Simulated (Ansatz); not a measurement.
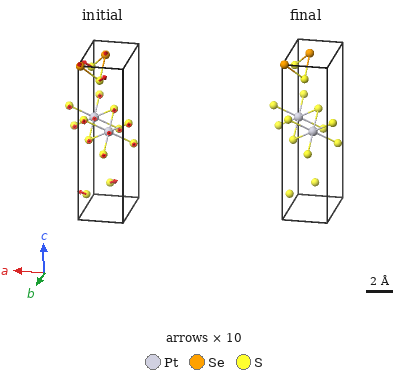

The structure of a crystal of PtSeS4 (a generated structure, set up in P1) before (left) and after (right) a relaxation, at one scale. The red arrows give the displacements (the part carried along by the change of the cell is left out), 10 times their true length.

A ball-and-stick model of the cell of the calculation, seen from a free direction.

All numbers below come from DFT PBE, scalar-relativistic, plane waves, PAW in Ansatz.

Input file:
```yaml
crystal:
  lattice:
    - [3.6458212108, 0.0, 0.0]
    - [0.0013030834, 6.2460167699, 0.0]
    - [0.0027444671, 0.4373748789, 13.1319560559]
  atoms:
    - { symbol: Pt, position: [0.9877481884, 0.0158683597, 0.5037835029] }
    - { symbol: Pt, position: [0.4879774334, 0.5158583739, 0.5037792438] }
    - { symbol: Se, position: [0.9551475084, 0.9840367779, 0.9959904896] }
    - { symbol: Se, position: [0.569593214, 0.4840275728, 0.9964697618] }
    - { symbol: S, position: [0.4876848123, 0.8562894744, 0.4121845862] }
    - { symbol: S, position: [0.9882868982, 0.356313104, 0.4121800517] }
    - { symbol: S, position: [0.5841331248, 0.8201575055, 0.8832618753] }
    - { symbol: S, position: [0.9399515876, 0.3205247136, 0.8834574517] }
    - { symbol: S, position: [0.9396311189, 0.6482843114, 0.1092025918] }
    - { symbol: S, position: [0.584392721, 0.1478776219, 0.1089694211] }
    - { symbol: S, position: [0.9882194205, 0.6753956649, 0.5953588612] }
    - { symbol: S, position: [0.4872339724, 0.1753665201, 0.595362163] }
basis:
  ecutwfc: 420
kpoints:
  mp_grid: { grid: [8, 6, 2] }
hamiltonian:
  xc: pbe
scf:
  occupations: { method: gaussian, width: 0.02 }
output:
  forces: true
  stress: true
  eigenvalues: true
relax:
  adjacent_minimum: "off"
  f_tol: 0.01
  max_steps: 80
  cell: { stress_tol: 0.05 }
```

Launched with:
```bash
ansatz run input.yaml --threads 1 --pin off --max-ram 2560MiB --backend cpu --events-out ev --progress --plain --runs-dir out
```

Q: Summarise the run.

A: The run was cut off at its time limit before the program reported convergence, but its last step already meets the force threshold: the largest component is 0.0036 eV/Å against 0.01 eV/Å. The pressure is within 0.02 GPa of its target. After 4 geometry steps the energy has fallen by 1.6 meV per atom. The largest force component goes from 0.11 to 0.0036 eV/Å. Pressure: −0.05 GPa at the start and −0.02 GPa at the end. The largest moves relative to the cell, 0.10 Å, are those of S7 and S8. S8 goes roughly along [3 1 1]. Largest moves by element: S 0.10 Å, Se 0.05 Å, Pt 0.05 Å. The drawn cell changes at constant volume: a 3.646 → 3.633 Å (−0.4 %), b 6.246 → 6.223 Å (−0.4 %), c 13.139 → 13.237 Å (+0.7 %), α 88.1° → 88.4°. Some distances before and after: Se3–S10 2.275 → 2.304 Å, Se3–S7 2.275 → 2.302 Å, Se3–S8 2.530 → 2.541 Å, Pt1–S12 2.418 → 2.413 Å. Bond angles that change, for instance: S7–Se3–S10 107.1° → 103.4°, S8–Se3–S9 177.5° → 179.6°, S7–Se4–S10 177.6° → 179.6°. The space group stays P1 (No. 1). The run took 6 min on 1 thread of Intel(R) Xeon(R) Platinum 8488C (Sapphire Rapids), with other jobs on the host, peak memory 1 GiB.

Limits of the set-up: layers or molecules are held without a dispersion correction, so their spacing is unreliable.
